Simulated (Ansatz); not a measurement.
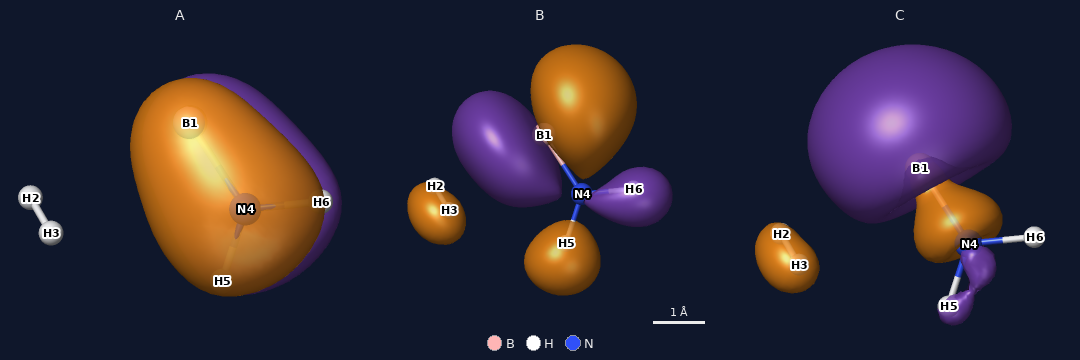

Figure 1: BH2N···H2. Three frontier orbitals at ±0.1 Å⁻³ᐟ² (orange and purple are the two phases), in no order.

Not at a stationary point (largest force 1.9 eV/Å).

Computed with Ansatz 0.2.0, RKS PBE/def2-SVP.

```yaml
atoms:
  - { symbol: B, position_ang: [-0.7533, 1.0219, 0.1996] }
  - { symbol: H, position_ang: [1.0965, -0.2740, 0.9814] }
  - { symbol: H, position_ang: [1.1223, -0.4711, 0.2882] }
  - { symbol: N, position_ang: [-1.2184, 0.1336, -0.7683] }
  - { symbol: H, position_ang: [-0.9041, -0.8246, -0.9487] }
  - { symbol: H, position_ang: [-2.0450, 0.4142, -1.3122] }
```

Order the three orbitals by energy and name them.

Answer. A is the HOMO−1 (−7.71 eV). By Hirshfeld shares it lies mainly on N4 (about 70 %) and B1 (about 20 %). C is the HOMO (−4.65 eV). Its weight (Hirshfeld) is mainly on B1 (about 85 %) and N4 (about 10 %). B is the LUMO (−1.80 eV). By Hirshfeld shares it lies mainly on B1 (about 70 %), N4 (about 10 %) and H5 (about 5 %).

What is the HOMO–LUMO gap?

Answer. 2.85 eV between the orbital energies.
